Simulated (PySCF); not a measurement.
## Run report: AlB$_{3}$N$_{3}$H$_{7}$O$_{3}$, excited-state calculation

System: AlB$_{3}$N$_{3}$H$_{7}$O$_{3}$, SMILES [OH][Al]([OH])[O]B1NBNBN1.
Method: TDDFT CAM-B3LYP/def2-SVPD, vertical, gas phase, core orbitals frozen in the response (PySCF 2.14.0).

The geometry comes from this level: PBE0-D3(BJ)/def2-SVP.

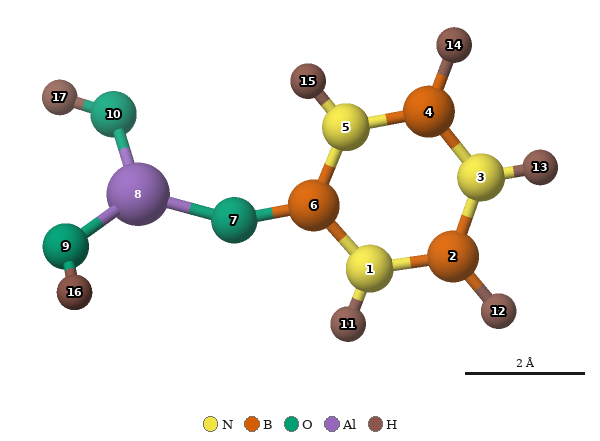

Figure 1. The structure as given in the input (ball-and-stick view, seen on its broad side; atoms are numbered from 1 in the order of the input). Sticks mark near contacts. Bond lengths as drawn: Al–O 1.69 Å, B–H 1.21 Å, B–N 1.42 to 1.44 Å, B–O 1.36 Å, H–N 1.01 Å and H–O 0.96 Å.

### Input
```
{"job": {"kind": "uv", "xc": "CAM-B3LYP", "basis": "def2-SVPD", "nstates": 6, "ntriplets": 2, "ip": true}, "charge": 0, "multiplicity": 1}
N      1.678293     0.455398    -0.019738
B      2.220776     1.348349    -0.983672
N      1.320707     1.924371    -1.931603
B     -0.075979     1.626807    -1.940363
N     -0.564798     0.727745    -0.952038
B      0.283002     0.117339     0.036139
O     -0.191286    -0.731381     0.991624
Al    -1.323934    -1.804339     1.635110
O     -1.446554    -2.058348     3.305276
O     -2.360832    -2.641744     0.591903
H      2.291571     0.035650     0.666486
H      3.402242     1.612990    -1.001040
H      1.686594     2.561859    -2.625384
H     -0.817299     2.121484    -2.759860
H     -1.548388     0.490160    -0.956747
H     -0.900411    -1.627922     3.964176
H     -3.010932    -3.273877     0.902222
```

The first line tells a small driver script what to run in PySCF; the rest is the geometry in Å.

Launch command:
```bash
OMP_NUM_THREADS=1 python <driver script> task.json out
```

### Log
```
coarse grid: 15672 points
cycle   1  E = -710.6113916981  dE =  1.498e+00  |g| = 1.268e+00  |ddm| = 1.061e+01
cycle   2  E = -710.4279800265  dE =  1.834e-01  |g| = 1.646e+00  |ddm| = 6.081e+00
cycle   3  E = -710.9298268877  dE = -5.018e-01  |g| = 9.260e-02  |ddm| = 3.410e+00
cycle   4  E = -710.9310576581  dE = -1.231e-03  |g| = 5.621e-02  |ddm| = 3.056e-01
cycle   5  E = -710.9317187249  dE = -6.611e-04  |g| = 8.438e-03  |ddm| = 1.283e-01
cycle   6  E = -710.9317344031  dE = -1.568e-05  |g| = 2.466e-03  |ddm| = 2.320e-02
cycle   7  E = -710.9317357448  dE = -1.342e-06  |g| = 1.026e-03  |ddm| = 9.764e-03
final grid: 149720 points
cycle   8  E = -711.0501017787  dE = -4.219e-05  |g| = 5.984e-03  |ddm| = 1.764e-01
cycle   9  E = -711.0501003365  dE =  1.442e-06  |g| = 6.771e-03  |ddm| = 2.697e-02
cycle  10  E = -711.0501094559  dE = -9.119e-06  |g| = 3.496e-04  |ddm| = 1.079e-02
cycle  11  E = -711.0501094759  dE = -1.993e-08  |g| = 2.634e-04  |ddm| = 2.049e-03
cycle  12  E = -711.0501094892  dE = -1.330e-08  |g| = 6.443e-05  |ddm| = 6.028e-04
cycle  13  E = -711.0501094901  dE = -9.502e-10  |g| = 1.303e-05  |ddm| = 1.977e-04
```

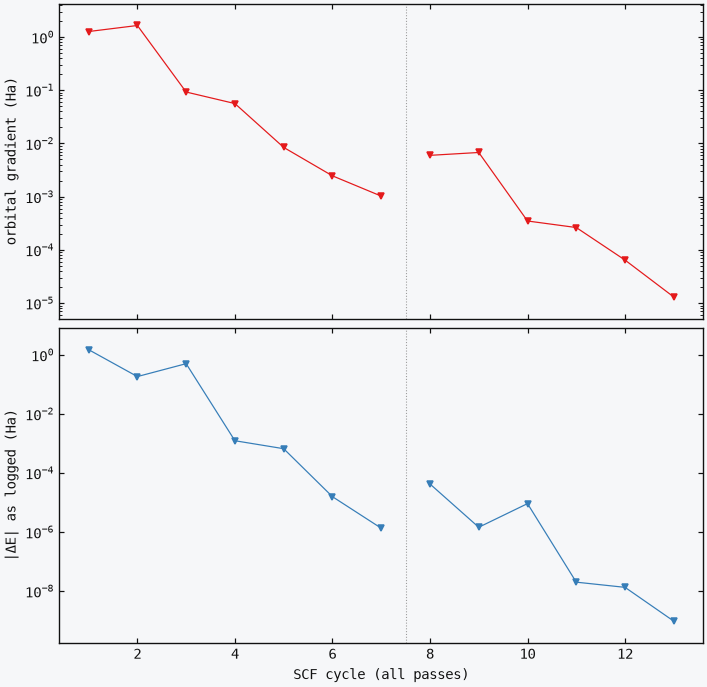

Figure 2. Convergence of the self-consistent field: orbital gradient and size of the energy change against the SCF cycle. The dotted line marks the change from a coarse to the final integration grid. The first 7 cycles use a coarse grid, the final grid takes over at cycle 8, and the field converges after 13 cycles in all.

```
converged SCF energy = -711.0501094901

Static polarisability (au): isotropic 91.230, principal 68.023 94.213 111.455

Singlet excitations
state   eV       nm        f      main configurations
  1   6.5683    188.8   0.00150   H->L 0.79
  2   6.9271    179.0   0.00059   H-1->L 0.76, H-1->L+1 0.09
  3   6.9600    178.1   0.02428   H->L+3 0.42, H->L+4 0.33, H-1->L+8 0.10
  4   7.1023    174.6   0.00002   H-3->L 0.89
  5   7.2043    172.1   0.00980   H-2->L 0.52, H-5->L 0.20, H-4->L 0.12
  6   7.3776    168.1   0.00343   H->L+1 0.72

Triplet excitations (Tamm-Dancoff, eV): 6.4249 6.4732
Vertical ionisation energy (delta-SCF) = 9.7498 eV
Vertical electron affinity (delta-SCF) = -0.2696 eV
```

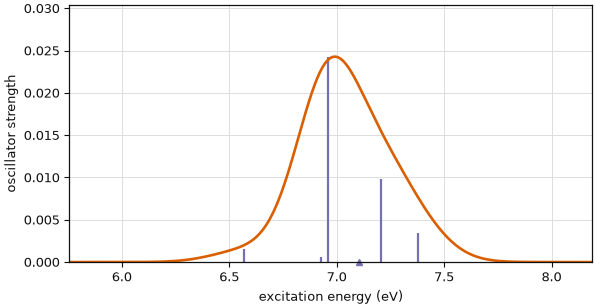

Figure 3. Computed excitations as sticks (degenerate states added up, dark ones marked on the axis), with a Gaussian envelope of 0.35 eV full width at half maximum, scaled to the tallest. Of the 6 states the lowest lies at 6.57 eV (f = 0.002); the strongest line is at 6.96 eV, or 178 nm (f = 0.024).

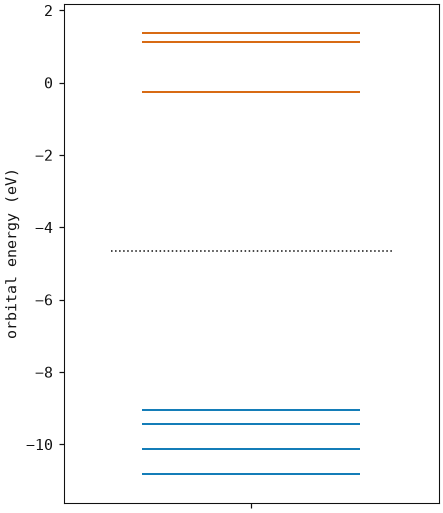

Figure 4. Orbital energies near the frontier; the dotted line parts filled from empty levels, and levels within 0.02 eV of each other stand side by side. Highest filled −9.05 eV, lowest empty −0.26 eV, 8.79 eV apart.

### Summary

| quantity | value |
| --- | --- |
| outcome | converged |
| total energy | −711.050109 hartree |
| HOMO | −9.05 eV |
| LUMO | −0.26 eV |
| dipole moment | 1.54 D |
| mean polarisability | 91.23 a.u. |
| vertical ionisation energy | 9.75 eV |
| vertical electron affinity | −0.27 eV |
| lowest singlet excitation | 6.57 eV |
| hardware | 1 CPU thread, shared host |
| wall time | 6 min |
| peak memory | 1.7 GiB |
